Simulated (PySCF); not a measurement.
# SeCl₄: rigid scans about the minimum

Aim: map the energy of singlet SeCl₄ about its PBE0 minimum, with rigid distortions.

The runs use PySCF 2.14.0; PBE0, basis Se def2-SVP, Cl def2-SVP, no relativity, density fitting.

## (1) Starting geometry

5 atoms, charge 0, spin multiplicity 1.

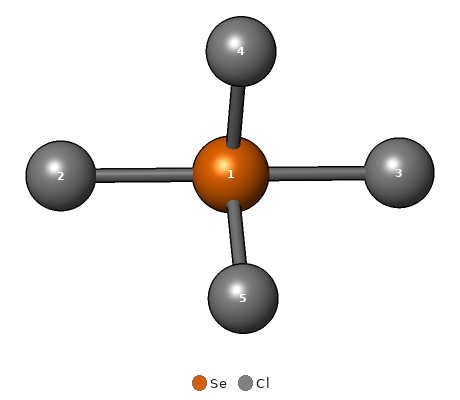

As it starts; selenium orange, chlorine grey; atoms are numbered from 1 in the order of the file.

```xyz
5
charge 0 multiplicity 1
Se    0.0000    0.0000    0.0000
Cl    0.0000    2.3282   -0.0723
Cl    0.0000   -2.3282   -0.0723
Cl    1.6883    0.0000    1.3575
Cl   -1.6883    0.0000    1.3575
```

## (2) Breathing scan

One driver script runs all scans and calls PySCF for each point, on a (75, 302) grid.

Started as:

```console
$ OMP_NUM_THREADS=2 python axn.py task.json out
```

A rigid scan with PBE0: all bonds to the central atom are scaled together. Each point starts from its neighbour's orbitals, and energies count from the minimum.

```csv
scale of all bonds to the centre,energy (kJ/mol),dipole size (D)
0.88,321.8,0.78
0.92,123.4,0.51
0.96,26.7,0.26
1.00,0.0,0.03
1.04,20.3,0.16
1.08,71.1,0.33
1.14,180.2,0.53
1.22,350.6,0.71
1.35,623.9,0.87
```

The scan ran for 25 s (2 threads of Arm Neoverse V1, shared host).

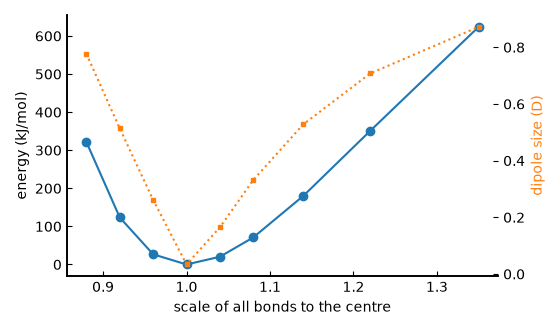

Energy (circles) and dipole moment (squares) along the scan.

## (3) Stretching one bond

A rigid scan with PBE0: the bond from Se to the last atom (Cl) is scaled and the rest held.

```csv
scale of one bond,energy (kJ/mol),dipole size (D)
0.92,27.5,0.77
0.96,5.9,0.39
1.00,0.0,0.03
1.05,6.7,0.43
1.12,30.5,1.02
1.20,66.4,1.60
1.35,135.5,2.43
1.55,209.3,3.09
1.80,266.3,3.54
2.20,308.4,3.98
```

The scan took 29 s.

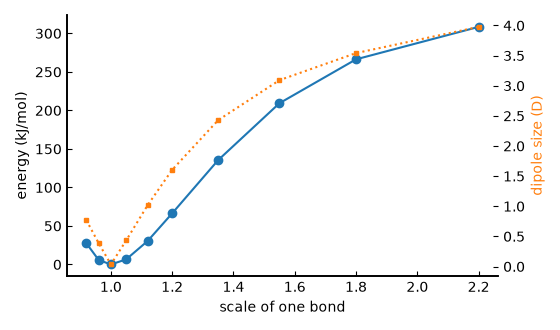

Energy (circles) and dipole moment (squares) along the scan.

A restricted determinant lies too high at long bonds, where the pair should uncouple.

## (4) Outcome

| quantity | value |
| --- | --- |
| all bonds 4 % longer | 20.3 kJ/mol |
| one bond 20 % longer | 66.4 kJ/mol |

What this shows: Shortening all bonds by 4 % costs 26.7 kJ/mol and lengthening them 20.3: the wall is steeper on the short side.
